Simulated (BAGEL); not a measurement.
# singlet SiH2OF+: a chain of runs

Aim: a single-point energy (singlet SiH2OF+, HF/def2-TZVP), then a single-point energy (doublet SiH2OF, NEVPT2(3,3)/def2-TZVP) of FH2OSi. 

Program for the calculation: BAGEL 1.2.2.

2 further runs of the same task are left out: 2 set aside as unsound or not needed.

### 1 The structure to begin with

The species is SiH2OF+ (5 atoms), meant as a singlet with charge +1. As SMILES of the parent species, `O[SiH]F`. Geometry: relaxed at PBE0-D4/def2-TZVP. This is one conformer, not always the lowest. That shape belongs to the parent species and isn't relaxed for this state.

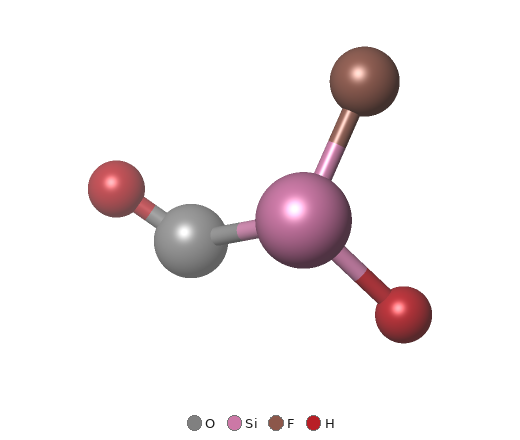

Viewed from a chosen angle; oxygen grey, silicon pink, fluorine brown, hydrogen red.

### 2 The energy at HF/def2-TZVP (density fitting with svp-jkfit) (run 1)

calc.json reads:

```json
{ "bagel" : [

{
  "title" : "molecule",
  "basis" : "def2-tzvp.json",
  "df_basis" : "svp-jkfit",
  "angstrom" : "true",
  "geometry" : [
    { "atom" : "O", "xyz" : [      -0.615179,      -0.884603,      -0.276299 ] },
    { "atom" : "Si", "xyz" : [       0.283921,       0.245697,       0.493101 ] },
    { "atom" : "F", "xyz" : [       0.207021,       1.646497,      -0.283099 ] },
    { "atom" : "H", "xyz" : [      -1.564500,      -0.765100,      -0.338000 ] },
    { "atom" : "H", "xyz" : [       1.688821,      -0.242603,       0.404401 ] }
  ]
},

{
  "title" : "hf",
  "charge" : 1
},

{
  "title" : "print",
  "file" : "orbitals.molden",
  "orbitals" : "true"
}

]}
```

The basis set def2-TZVP is read from a file made from the Basis Set Exchange's data (not shown).

Launch:

```bash
$ BAGEL_NUM_THREADS=1 BAGEL calc.json > calc.out
```

Log:

```text
* using 1 threads per process

  ===============================================================
  ===============================================================

  *** Geometry ***

  { "atom" : "O", "xyz" : [     -1.162520,     -1.671657,     -0.522129 ] },
  { "atom" : "Si", "xyz" : [      0.536533,      0.464300,      0.931826 ] },
  { "atom" : "F", "xyz" : [      0.391213,      3.111428,     -0.534980 ] },
  { "atom" : "H", "xyz" : [     -2.956477,     -1.445829,     -0.638727 ] },
  { "atom" : "H", "xyz" : [      3.191409,     -0.458453,      0.764207 ] },

  Number of auxiliary basis functions:      318

  Since a DF basis is specified, we compute 2- and 3-index integrals:
    o Being stored without compression. Storage requirement is 0.031 GB

  Number of basis functions:      111
  Number of electrons      :       33

    * METHOD: MOLECULE                             0.14

  *** RHF ***

  === Nuclear Repulsion ===
   110.1366395256

      * DIIS with orbital gradients will be used.

  === RHF iteration (def2-tzvp.json) ===
      0       -463.91456564          0.02836895           0.05
      1       -464.06144417          0.02224973           0.05
      2       -464.23592418          0.00152886           0.05
      3       -464.23749547          0.00055601           0.05
      4       -464.23764947          0.00019549           0.05
      5       -464.23768034          0.00005063           0.05
      6       -464.23768384          0.00001667           0.05
      7       -464.23768422          0.00000527           0.05
      8       -464.23768426          0.00000190           0.05
      9       -464.23768427          0.00000063           0.05
     10       -464.23768427          0.00000036           0.05
     11       -464.23768427          0.00000013           0.05
     12       -464.23768427          0.00000004           0.05
     13       -464.23768427          0.00000002           0.05
     14       -464.23768427          0.00000001           0.05
    * SCF iteration converged.

    * Permanent dipole moment:
           (    0.201172,     0.404644,    -1.566073) a.u.

    * METHOD: HF                                   0.88

    * METHOD: PRINT                                0.03

  ===============================================================
```

Run time: 1.2 s. Hardware: 1 thread of Arm Neoverse V1, shared host; peak memory 0.15 GiB.

### 3 Doublet neutral SiH2OF: a single-point energy at NEVPT2(3,3)/def2-TZVP (density fitting with svp-jkfit) (run 2)

nevpt2.json reads:

```json
{ "bagel" : [

{
  "title" : "molecule",
  "basis" : "def2-tzvp.json",
  "df_basis" : "svp-jkfit",
  "angstrom" : true,
  "geometry" : [
    { "atom" : "O", "xyz" : [      -0.615179,      -0.884603,      -0.276299 ] },
    { "atom" : "Si", "xyz" : [       0.283921,       0.245697,       0.493101 ] },
    { "atom" : "F", "xyz" : [       0.207021,       1.646497,      -0.283099 ] },
    { "atom" : "H", "xyz" : [      -1.564500,      -0.765100,      -0.338000 ] },
    { "atom" : "H", "xyz" : [       1.688821,      -0.242603,       0.404401 ] }
  ]
},

{
  "title" : "hf",
  "charge" : 1
},

{
  "title" : "casscf",
  "nstate" : 1,
  "nact" : 3,
  "nclosed" : 15,
  "nspin" : 1,
  "active" : [9, 17, 21],
  "maxiter" : 200,
  "natocc" : true
},

{
  "title" : "nevpt2",
  "nstate" : 1,
  "nact" : 3,
  "nclosed" : 15,
  "nspin" : 1,
  "active" : [9, 17, 21],
  "maxiter" : 200,
  "natocc" : true,
  "ncore" : 7
},

{
  "title" : "print",
  "file" : "orbitals.molden",
  "orbitals" : true
}

]}
```

The basis set def2-TZVP is read from a file made from the Basis Set Exchange's data (not shown).

Launch:

```bash
$ BAGEL_NUM_THREADS=1 BAGEL nevpt2.json > nevpt2.out
```

Log:

```text
* using 1 threads per process

  ===============================================================
  ===============================================================

  *** Geometry ***

  { "atom" : "O", "xyz" : [     -1.162520,     -1.671657,     -0.522129 ] },
  { "atom" : "Si", "xyz" : [      0.536533,      0.464300,      0.931826 ] },
  { "atom" : "F", "xyz" : [      0.391213,      3.111428,     -0.534980 ] },
  { "atom" : "H", "xyz" : [     -2.956477,     -1.445829,     -0.638727 ] },
  { "atom" : "H", "xyz" : [      3.191409,     -0.458453,      0.764207 ] },

  Number of auxiliary basis functions:      318

  Since a DF basis is specified, we compute 2- and 3-index integrals:
    o Being stored without compression. Storage requirement is 0.031 GB

  Number of basis functions:      111
  Number of electrons      :       33

    * METHOD: MOLECULE                             0.15

[... 13 lines left out ...]
    * SCF iteration converged.
[... 1 line left out ...]
    * Permanent dipole moment:
[... 28 lines left out ...]
    * Second-order optimization converged. *

     guess   0:   closed 1..                  open .1.

  === FCI iteration ===

      0  0      -464.56200915     7.10e-02      0.00
      1  0      -464.58220108     1.74e-03      0.00
      2  0      -464.58222129     1.11e-04      0.00
[... 4 lines of this table left out ...]
      7  0 *    -464.58222135     4.25e-16      0.00

     * ci vector, state   0, <S^2> = 0.7500
       2a.     0.9955212822
       .a2     0.0943362912

    * METHOD: CASSCF                               7.30

    * freezing 7 orbitals

  === DF-NEVPT2 calculation ===

    * 3-index integral transformation done
    * assembly done

      NEVPT2 correlation energy:   -0.5606995931      0.29

          (+0)     -0.4324761795
          (+0)'    -0.0386716338
          (+1)     -0.0156767046
          (+1)'    -0.0007646988
          (+2)     -0.0003892658
          (-1)     -0.0620443623
          (-1)'    -0.0007429887
          (-2)     -0.0099337596

      NEVPT2 total energy:       -465.1429209467

    * METHOD: NEVPT2                               0.41

    * METHOD: PRINT                                0.03

  ===============================================================
```

Run time: 9 s. Hardware: 1 thread of Arm Neoverse V1, shared host; peak memory 0.15 GiB.

### 4 Outcome

| quantity | value |
| --- | --- |
| run 1, HF/def2-TZVP: total energy | -464.23768 Eh |
| run 1, HF/def2-TZVP: HOMO energy | -21.49 eV |
| run 1, HF/def2-TZVP: LUMO energy | -7.99 eV |
| run 1, HF/def2-TZVP: HOMO–LUMO gap | 13.49 eV |
| doublet neutral SiH2OF: total energy | -465.14292 Eh |
